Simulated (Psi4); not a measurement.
**BF3 (boron trifluoride) at DSD-PBEP86/aug-cc-pVDZ (density fitting for correlation)**

What is the energy change on altering one bond length of BF3 (boron trifluoride) at DSD-PBEP86/aug-cc-pVDZ (density fitting for correlation)? 

The results are computed with Psi4 1.11.

### Step 1. The system as given

The species is BF3 (4 atoms), meant as a singlet with charge 0. As SMILES, `FB(F)F`. The coordinates come from a GFN2-xTB relaxation.

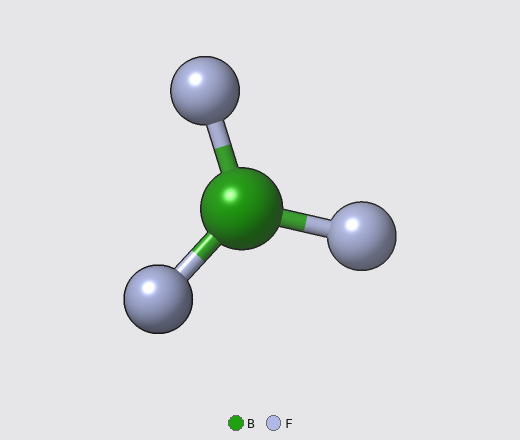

The structure, seen from a chosen angle (boron green, fluorine light blue).

### Step 2. The energy at DSD-PBEP86/aug-cc-pVDZ (density fitting for correlation)

Input file input.dat:

```
memory 1.6 GB

molecule system {
  B      0.00020787     0.00007559    -0.00039684
  F      2.45719198    -0.05225093     0.02543571
  F     -1.18342209     2.15383425    -0.03261667
  F     -1.27397776    -2.10164001     0.00757780
  units au
  symmetry c1
  no_reorient
  no_com
}

set puream true
set e_convergence 1e-09
set d_convergence 1e-08
set scf_type pk
set dft_radial_points 99
set dft_spherical_points 590
set num_frozen_docc 4

e_tot = energy("dsd-pbep86/aug-cc-pVDZ")
```

Run with:

```console
$ psi4 input.dat output.dat -n 1
```

output.dat, shortened:

```text
[...]
  Running in c1 symmetry.
[...]
  Nuclear repulsion =  112.011174070746364
[...]
  Multiplicity = 1
[...]
  Nalpha       = 16
  Nbeta        = 16
[...]
    Number of basis functions: 92
[...]
   @RKS iter   1:  -323.65828543071501   -7.37291e-01   5.41298e-03 DIIS/ADIIS
[...]
   @RKS iter   9:  -323.73546318731229   -4.32010e-12   6.47451e-09 DIIS
[...]
    Orbital Energies [Eh]
    ---------------------
    Doubly Occupied:
       1A    -25.792799     2A    -25.792759     3A    -25.792738
       4A     -7.492304     5A     -1.563611     6A     -1.520108
       7A     -1.520042     8A     -0.787011     9A     -0.744739
      10A     -0.744703    11A     -0.695409    12A     -0.628668
      13A     -0.628648    14A     -0.615411    15A     -0.615365
      16A     -0.588059
[...]
  @RKS Final Energy:  -323.73546318731229
   => Energetics <=
    Nuclear Repulsion Energy =            112.0111740707463639
    One-Electron Energy =                -673.2383911955556641
    Two-Electron Energy =                 247.5938176572094847
    DFT Exchange-Correlation Energy =     -10.1020637197124579
    Empirical Dispersion Energy =           0.0000000000000000
    VV10 Nonlocal Energy =                  0.0000000000000000
    Total Energy =                       -323.7354631873122912
[...]
 Multipole Moments:
 ------------------------------------------------------------------------------------
     Multipole            Electronic (a.u.)      Nuclear  (a.u.)        Total (a.u.)
 ------------------------------------------------------------------------------------
 L = 1.  Multiply by 2.5417464519 to convert [e a0] to [Debye]
 Dipole X            :          0.0012553           -0.0008315            0.0004238
 Dipole Y            :          0.0002669           -0.0001323            0.0001346
 Dipole Z            :         -0.0021533            0.0015874           -0.0005660
 Magnitude           :                                                    0.0007198
[...]
```

It took 11 s on 1 thread of AMD EPYC 7R43 (Zen 3), shared host; peak memory 0.94 GiB.

### Step 3. The distorted shape, same level

Input file bf3.xyz:

```xyz
4
BF3
B      0.094066    -0.170924     0.002348
F      1.394246    -0.198614     0.016018
F     -0.626240     1.139760    -0.017260
F     -0.580204    -1.283104     0.006568
```

Input file bf3_ase.py:

```python
import numpy as np
from ase.calculators.psi4 import Psi4
from ase.io import read

mol = read('bf3.xyz')
calc = Psi4(atoms=mol, method='dsd-pbep86', basis='aug-cc-pVDZ', memory='1600MB', num_threads=1, charge=0, multiplicity=1, label='psi4-calc', reference='rks')
calc.psi4.set_options({'puream': True, 'e_convergence': 1e-09, 'd_convergence': 1e-08, 'scf_type': 'pk', 'dft_radial_points': 99, 'dft_spherical_points': 590, 'num_frozen_docc': 4})
mol.calc = calc

print(f'energy: {mol.get_potential_energy():.6f} eV')
```

Run with:

```console
$ python bf3_ase.py
```

psi4-calc.dat, shortened:

```text
[...]
  Running in c1 symmetry.
[...]
  Nuclear repulsion =  106.939110248323686
[...]
  Multiplicity = 1
[...]
  Nalpha       = 16
  Nbeta        = 16
[...]
    Number of basis functions: 92
[...]
   @RKS iter   1:  -323.62897447185679   -9.00657e-01   5.56271e-03 DIIS/ADIIS
[...]
   @RKS iter  10:  -323.71523298044161   -2.10321e-12   4.74203e-09 DIIS
[...]
    Orbital Energies [Eh]
    ---------------------
    Doubly Occupied:
       1A    -25.813484     2A    -25.813427     3A    -25.767750
       4A     -7.526647     5A     -1.569072     6A     -1.537411
       7A     -1.457109     8A     -0.794286     9A     -0.745909
      10A     -0.717577    11A     -0.693735    12A     -0.631461
      13A     -0.626627    14A     -0.615366    15A     -0.582937
      16A     -0.575244
[...]
  @RKS Final Energy:  -323.71523298044161
   => Energetics <=
    Nuclear Repulsion Energy =            106.9391102483236864
    One-Electron Energy =                -663.1811381626006323
    Two-Electron Energy =                 242.6013153322431322
    DFT Exchange-Correlation Energy =     -10.0745203984078167
    Empirical Dispersion Energy =           0.0000000000000000
    VV10 Nonlocal Energy =                  0.0000000000000000
    Total Energy =                       -323.7152329804416127
[...]
 Multipole Moments:
 ------------------------------------------------------------------------------------
     Multipole            Electronic (a.u.)      Nuclear  (a.u.)        Total (a.u.)
 ------------------------------------------------------------------------------------
 L = 1.  Multiply by 2.5417464519 to convert [e a0] to [Debye]
 Dipole X            :          0.1842166           -0.0107330            0.1734836
 Dipole Y            :         -0.3342620            0.0194219           -0.3148401
 Dipole Z            :          0.0043744           -0.0001953            0.0041791
 Magnitude           :                                                    0.3594973
[...]
```

On the terminal:

```text
energy: -8818.486901 eV
```

Wall time 11 s (1 thread of AMD EPYC 7R43 (Zen 3), shared host); peak memory 0.94 GiB.

### Step 4. Summary of results

Level: DSD-PBEP86/aug-cc-pVDZ (density fitting for correlation), 4 core orbitals frozen.

| quantity | value |
| --- | --- |
| first shape: total energy | -324.08741 Eh |
| first shape: HOMO energy (SCF part's orbitals) | -16.00 eV |
| first shape: LUMO energy (SCF part's orbitals) | 0.87 eV |
| first shape: HOMO–LUMO gap (SCF part's orbitals) | 16.88 eV |
| distorted shape: total energy | -324.07342 Eh |
| distorted shape: HOMO energy (SCF part's orbitals) | -15.65 eV |
| distorted shape: LUMO energy (SCF part's orbitals) | 0.75 eV |
| distorted shape: HOMO–LUMO gap (SCF part's orbitals) | 16.41 eV |
| energy change with the B1–F3 bond stretched from 1.301 to 1.496 Å | 0.381 eV |

In words: With the B1–F3 bond stretched from 1.301 to 1.496 Å the energy rises by 0.38 eV (8.8 kcal/mol). The first shape isn't relaxed at this level, so the change isn't measured from a minimum.
